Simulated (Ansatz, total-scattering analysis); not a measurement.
**A molecular-dynamics model of acetonitrile and its diffraction**

Aim: the structure of acetonitrile at 300 K, and the X-ray and neutron patterns it would give.

Method: ab initio molecular dynamics with Ansatz (LDA, plane waves, PAW default files, Langevin thermostat, no spin, fixed volume, H with the mass of D). Composition: 16 acetonitrile; C 33.3, N 16.7, H 50.0 atom %; 96 atoms. The average runs over 0.40 ps of 96 atoms, so shells between rare elements are rough. Mean temperature 315 K, largest m.s.d. 1.96 Å², energy drift -5 meV an atom (last third less first, no steady trend), Langevin friction 10 ps⁻¹; the first quarter of the run is discarded. Start: last frame of a classical run of this cell at the same density and temperature. So short a stretch relaxes bonds and nearest shells but still remembers its start.

## The run

The step of 1 fs has to resolve the fastest vibration, that of H (given the mass of D, which leaves classical structure unchanged and allows a longer step). The volume is fixed, since the run is too short for a cell to find its own; the mean pressure then hints how far the functional is from its own density, with errors up to a few GPa from cell size, k-points and loose SCF steps (the program warns of the last). One k-point, Γ, is the usual economy for a cell of this size. Smeared occupations keep the forces smooth should levels come near the Fermi energy. A Langevin thermostat samples the right structure once equilibrated, but its friction lowers diffusion.

Contents of input.yaml:

```yaml
crystal:
  lattice:
    - [11.1825, 0.0, 0.0]
    - [0.0, 11.1825, 0.0]
    - [0.0, 0.0, 11.1825]
  atoms:
    - { symbol: C, position: [0.4866, 0.3928, 0.6683] }
    - { symbol: C, position: [0.443, 0.3903, 0.7947] }
    - { symbol: "N", position: [0.392, 0.3638, 0.885] }
    - { symbol: H, position: [0.5876, 0.3953, 0.6606] }
[... 90 atom lines left out ...]
    - { symbol: H, position: [0.6849, 0.5499, 0.8155] }
    - { symbol: H, position: [0.7123, 0.6886, 0.7542] }
kpoints:
  mp_grid: { grid: [1, 1, 1] }
scf:
  occupations: { method: fermi_dirac, width: 0.0259 }
hamiltonian:
  xc: lda
  pseudopotentials: { kind: paw }
output:
  forces: true
  stress: true
md:
  timestep: 1.0
  n_steps: 528
  ensemble: nvt_langevin
  temperature: 300.0
  initial_velocities: maxwell_boltzmann
  seed: 7
  masses: [{ species: H, mass: 2.014 }]
```

```console
$ ansatz run input.yaml --threads 4 --pin off --max-ram 10240MiB --backend cpu --events-out ev --progress --plain --runs-dir out
```

```text
Warning: md: disabling space-group detection — thermal motion breaks the input geometry's symmetry, so no spatial operation reduces the k-mesh or symmetrises the density; time reversal is kept, so that k and −k are [...]
Warning: output.stress: scf.convergence.dr2_threshold = 9.6e-8 eV (the default of an md: trajectory) is looser than the 9.6e-9 eV advised for a printed stress (1e-10 eV for each atom of the cell: 96). What an SCF [...]
Warning: RAYON_NUM_THREADS=4 ignored (pool sized by the plan → 4); use --threads N
Engine: ansatz 0.2.0, x86_64-unknown-linux-gnu
Pseudopotential: C, paw, valence charge 4, recommended cutoff 420 eV (normal), C.paw.azcp
Pseudopotential: N, paw, valence charge 5, recommended cutoff 420 eV (normal), N.paw.azcp
Pseudopotential: H, paw, valence charge 1, recommended cutoff 420 eV (normal), H.paw.azcp
Functional definition: SPW92
Crystal: 96 atoms, lattice volume = 1398.353 Å³
Basis set: ecut = 420 eV, 27369 PW (Γ)
Bands: 224, of which v1, the nominal top of the filled ones, is band 128 counted from 1 (127 counted from 0)
k-points: 1
[... other set-up lines, SCF lines and steps between those shown are left out ...]
md step     0: t =     0.00 fs  T =   296.9 K  F+E_penalty+E_count = -14492.12441397 eV  E_kin = 3.683910 eV  P_inst = -1.1297 GPa  (11 SCF iters)
md step     1: t =     1.00 fs  T =   314.5 K  F+E_penalty+E_count = -14492.31496663 eV  E_kin = 3.902951 eV  P_inst = -1.1900 GPa  (10 SCF iters)
md step    21: t =    21.00 fs  T =   288.7 K  F+E_penalty+E_count = -14492.16412477 eV  E_kin = 3.582127 eV  P_inst = 0.0481 GPa  (7 SCF iters)
md step    42: t =    42.00 fs  T =   304.3 K  F+E_penalty+E_count = -14492.41291189 eV  E_kin = 3.775641 eV  P_inst = -1.1262 GPa  (7 SCF iters)
md step    63: t =    63.00 fs  T =   330.4 K  F+E_penalty+E_count = -14492.85249737 eV  E_kin = 4.100273 eV  P_inst = -0.2134 GPa  (7 SCF iters)
md step    84: t =    84.00 fs  T =   315.7 K  F+E_penalty+E_count = -14492.32371496 eV  E_kin = 3.917780 eV  P_inst = -0.7378 GPa  (7 SCF iters)
md step   105: t =   105.00 fs  T =   322.5 K  F+E_penalty+E_count = -14492.47863517 eV  E_kin = 4.001644 eV  P_inst = -0.4327 GPa  (7 SCF iters)
md step   126: t =   126.00 fs  T =   311.2 K  F+E_penalty+E_count = -14492.36944390 eV  E_kin = 3.861244 eV  P_inst = -0.0983 GPa  (7 SCF iters)
md step   147: t =   147.00 fs  T =   308.2 K  F+E_penalty+E_count = -14492.17397996 eV  E_kin = 3.823872 eV  P_inst = 0.1715 GPa  (7 SCF iters)
md step   168: t =   168.00 fs  T =   338.6 K  F+E_penalty+E_count = -14492.34368883 eV  E_kin = 4.202085 eV  P_inst = -0.5900 GPa  (7 SCF iters)
md step   189: t =   189.00 fs  T =   350.5 K  F+E_penalty+E_count = -14492.17091925 eV  E_kin = 4.348760 eV  P_inst = -0.0116 GPa  (7 SCF iters)
md step   210: t =   210.00 fs  T =   312.2 K  F+E_penalty+E_count = -14492.00337815 eV  E_kin = 3.874472 eV  P_inst = -0.6201 GPa  (9 SCF iters)
md step   231: t =   231.00 fs  T =   322.7 K  F+E_penalty+E_count = -14492.22286399 eV  E_kin = 4.004853 eV  P_inst = 0.2943 GPa  (7 SCF iters)
md step   252: t =   252.00 fs  T =   328.8 K  F+E_penalty+E_count = -14492.70264501 eV  E_kin = 4.080653 eV  P_inst = -0.6375 GPa  (7 SCF iters)
md step   273: t =   273.00 fs  T =   316.1 K  F+E_penalty+E_count = -14492.52295154 eV  E_kin = 3.922702 eV  P_inst = -0.2281 GPa  (7 SCF iters)
md step   294: t =   294.00 fs  T =   308.5 K  F+E_penalty+E_count = -14492.58687687 eV  E_kin = 3.827867 eV  P_inst = -0.0029 GPa  (7 SCF iters)
md step   315: t =   315.00 fs  T =   318.9 K  F+E_penalty+E_count = -14492.73921948 eV  E_kin = 3.957702 eV  P_inst = -0.5203 GPa  (7 SCF iters)
md step   336: t =   336.00 fs  T =   298.4 K  F+E_penalty+E_count = -14492.31176281 eV  E_kin = 3.703026 eV  P_inst = -0.2045 GPa  (7 SCF iters)
md step   357: t =   357.00 fs  T =   295.0 K  F+E_penalty+E_count = -14492.38289350 eV  E_kin = 3.660752 eV  P_inst = -0.2191 GPa  (7 SCF iters)
md step   378: t =   378.00 fs  T =   326.9 K  F+E_penalty+E_count = -14492.89815905 eV  E_kin = 4.056628 eV  P_inst = -0.3159 GPa  (7 SCF iters)
md step   399: t =   399.00 fs  T =   325.4 K  F+E_penalty+E_count = -14492.86772079 eV  E_kin = 4.038149 eV  P_inst = -0.6533 GPa  (7 SCF iters)
md step   420: t =   420.00 fs  T =   346.7 K  F+E_penalty+E_count = -14493.03006470 eV  E_kin = 4.302055 eV  P_inst = -0.6114 GPa  (9 SCF iters)
md step   441: t =   441.00 fs  T =   300.8 K  F+E_penalty+E_count = -14492.57890800 eV  E_kin = 3.732757 eV  P_inst = -0.2047 GPa  (7 SCF iters)
md step   462: t =   462.00 fs  T =   280.1 K  F+E_penalty+E_count = -14492.33014645 eV  E_kin = 3.475821 eV  P_inst = -0.5561 GPa  (7 SCF iters)
md step   483: t =   483.00 fs  T =   310.3 K  F+E_penalty+E_count = -14492.58837851 eV  E_kin = 3.850094 eV  P_inst = 0.2112 GPa  (7 SCF iters)
md step   504: t =   504.00 fs  T =   301.3 K  F+E_penalty+E_count = -14492.70735498 eV  E_kin = 3.739208 eV  P_inst = -0.7247 GPa  (7 SCF iters)
md step   525: t =   525.00 fs  T =   288.8 K  F+E_penalty+E_count = -14493.03937957 eV  E_kin = 3.583216 eV  P_inst = 0.7045 GPa  (7 SCF iters)
[... last step's energies and forces left out ...]
--- MD trajectory: 528 steps, t = 0.0 → 528.0 fs ---
  final state: T = 289.6 K   F+E_penalty+E_count = -14492.92276117 eV   E_kin = 3.593352 eV
```

Time and hardware: 45 min on 4 threads of Intel(R) Xeon(R) Platinum 8259CL CPU @ 2.50GHz (Skylake/Cascade Lake) (shared host), peak memory 1.3 GiB.

## Analysis

The totals are in Faber–Ziman form. Below 4 Å⁻¹ the partials are summed on the cell's own reciprocal vectors (from 0.56 Å⁻¹) and folded with a Gaussian of σ = 0.12 Å⁻¹; above it they are transforms of g(r) out to 7.6 Å, tapered over the last 40 %. The fold lowers sharp peaks, and with so few vectors their positions are good to about 0.1 Å⁻¹. X-rays take neutral-atom form factors, neutrons coherent lengths (C 6.6472, N 9.36, H 6.6681 fm). Hydrogen is taken as deuterium. G(r) = 4πrρ₀[g(r) − 1] carries the resolution of a Lorch-windowed transform up to 20 Å⁻¹. The patterns are simulated, not measured. The cell is small: beyond half the box only the part of each shell inside it is counted, and low-Q values rest on few vectors. It is averaged over 133 frames.

```csv
T (K),state,density (g/cm³),first clear X-ray maximum (Å⁻¹),its height (X-ray),first clear neutron maximum (Å⁻¹),its height (neutron),N–N (Å),N around N,held,"D over the elements, rough (10⁻⁹ m²/s)"
300,liquid,0.780,1.57,3.93,1.56,3.19,4.54,5.59,"volume, -0.3 GPa mean",-
```

neutron S(Q):

```
Q (Å⁻¹)  300 K
    0.8   0.23
    1.1   0.55
    1.4   1.59
    1.7   2.14
    2.0   1.06
    2.3   1.04
    2.6   0.91
    2.9   0.76
    3.2   0.78
    3.5   0.77
    3.8   0.78
    4.1   0.88
    4.4   0.91
    4.7   0.90
    5.0   0.86
    5.3   0.84
    5.6   0.90
    5.9   1.01
    6.2   1.12
    6.5   1.19
    6.8   1.20
    7.1   1.16
    7.4   1.11
    7.7   1.08
    8.0   1.06
    8.3   1.03
    8.6   0.98
    8.9   0.92
```

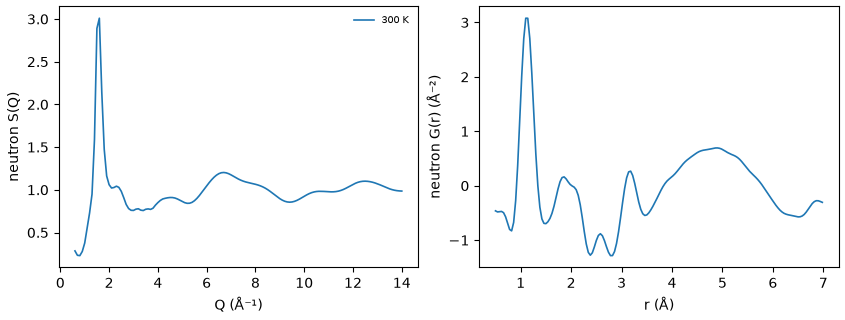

S(Q) and G(r) at each stop.

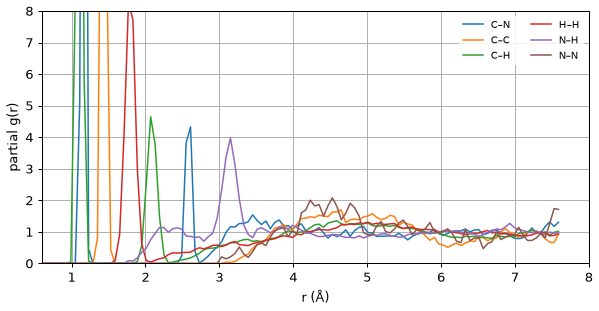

Partial pair functions at the last stop.

At 300 K the maxima of S(Q), Q in Å⁻¹ (height), are X-ray: 1.57 (3.93), 3.16 (0.74), 5.91 (1.26), 10.44 (1.05); neutron: 1.56 (3.19), 6.69 (1.20), 12.49 (1.10), 18.29 (1.08). Its shells:

| pair | first peak (Å) | g there | first minimum (Å) | g there | neighbours | kind | X-ray weight (f = Z) | neutron weight |
| --- | --- | --- | --- | --- | --- | --- | --- | --- |
| C–H | 1.10 | 29.6 | 1.42 | 0.00 | 1.5 H per C, 1.0 C per H | within molecules | 0.15 | 0.29 |
| C–N | 1.16 | 35.5 | 1.46 | 0.00 | 0.5 N per C, 1.0 C per N | within molecules | 0.35 | 0.14 |
| C–C | 1.43 | 18.2 | 1.82 | 0.00 | 1.0 | within molecules | 0.30 | 0.10 |
| H–H | 1.79 | 8.5 | 2.12 | 0.10 | 2.0 | within molecules | 0.02 | 0.22 |
| N–N | 4.54 | 2.0 | 5.04 | 0.99 | 5.6 | between molecules | 0.10 | 0.05 |

The tapered transform alone would put 2.11 at the neutron maximum of 1.56 Å⁻¹, where the reciprocal vectors give 3.19: a cut in r lowers sharp peaks, which is why the direct sum is used there.

**Reading.** Distances within molecules give the sharpest pair functions, and with hydrogen they rule the neutron S(Q) at high Q: C–H 1.10 Å, C–N 1.16 Å, C–C 1.43 Å and H–H 1.79 Å (first peaks only). No H sits on O, N or F, so there are no conventional hydrogen bonds; the first peak of S(Q) reflects the packing of whole molecules.

[Logs are printed without paths, hosts, clocks, repeated set-up lines and the standing remarks that a program may print on its own settings, such as how far it seeks lower states.]
